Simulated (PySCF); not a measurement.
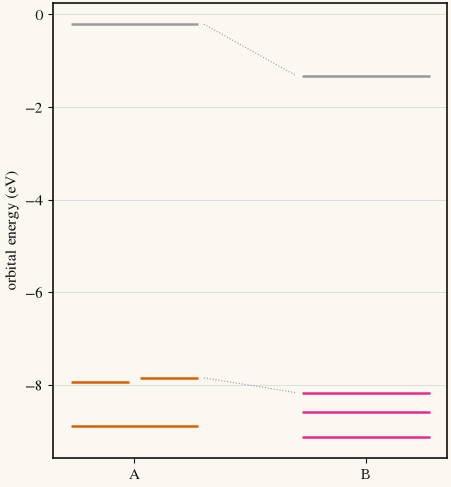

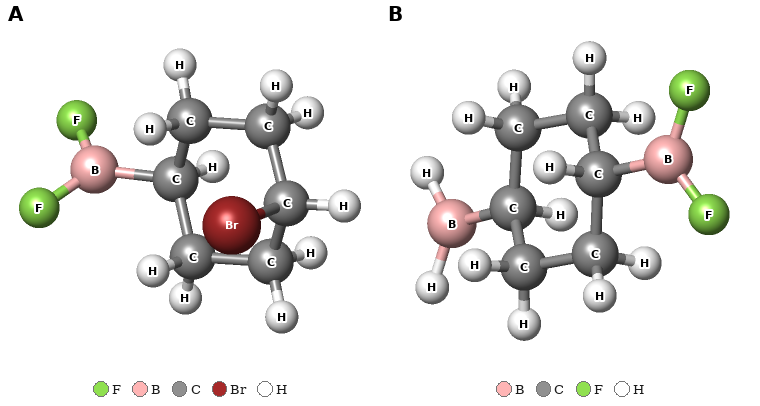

Related molecules: A is C₆H₁₀BBrF₂, SMILES FB(F)[C@H]1CC[C@@H](Br)CC1; B is C₆H₁₂B₂F₂, SMILES B[C@H]1CC[C@H](B(F)F)CC1. Frontier orbital energies, PBE0/def2-SVPD in PySCF 2.14.0, at a PBE0-D3(BJ)/def2-SVP geometry (no frequency check); drawn are at most three filled levels and, in grey, the LUMO with any level within 0.03 eV of it; dotted lines join the HOMOs and the LUMOs.

### What does the change do to the frontier levels?

From A to B the HOMO falls by 0.32 eV and the LUMO falls by 1.12 eV, so the separation goes from 7.64 to 6.84 eV.

### Does the ΔSCF ionisation energy follow the HOMO?

A: −ε(HOMO) 7.85, ΔSCF 9.87 eV; B: −ε(HOMO) 8.17, ΔSCF 9.93 eV.

Caveats, for all or some of the runs: one conformer of a flexible molecule; spin-orbit coupling is left out, and with Br it can shift these levels and split any degenerate set.
